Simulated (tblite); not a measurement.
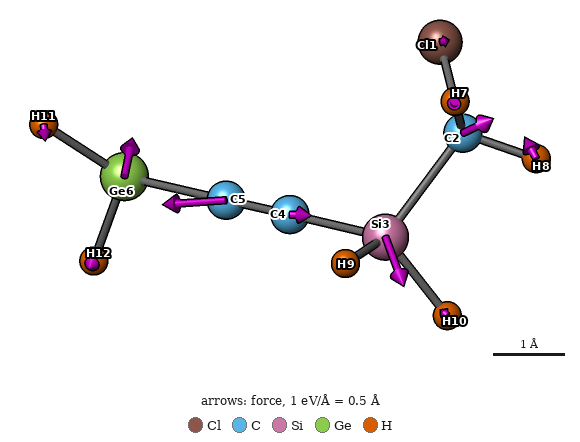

Starting geometry of C3H6ClGeSi (multiplicity 2) with the computed forces as purple arrows. A ball-and-stick model, seen at a tilt.

The calculation used tblite, GFN2-xTB geometry optimisation, gas phase. 

What follows when this structure is relaxed?

It isn't relaxed: the largest force vector, on C5, is 2.03 eV/Å. The final displacements have little in common with the starting forces (cosine between the two patterns 0.18). Cl1 moves most after the best rigid fit: 1.03 Å. By element the largest moves are Cl 1.03 Å, H 0.96 Å, Ge 0.27 Å, Si 0.16 Å, C 0.16 Å. Some distances before and after: Si3–C4 1.793 → 1.847 Å, C2–Si3 1.869 → 1.917 Å, C5–Ge6 1.878 → 1.913 Å, Si3–H10 1.484 → 1.463 Å. Among the angles between lasting bonds that change: C5–Ge6–H12 114.5° → 102.9°, H11–Ge6–H12 114.8° → 103.4°, C5–Ge6–H11 112.4° → 102.5°. Groups turn about C2–Si3 by about 50°. The energy falls by 11.1 kcal/mol in 98 geometry steps. The run took 0.57 s on 1 thread of Arm Neoverse V2, on a shared host.
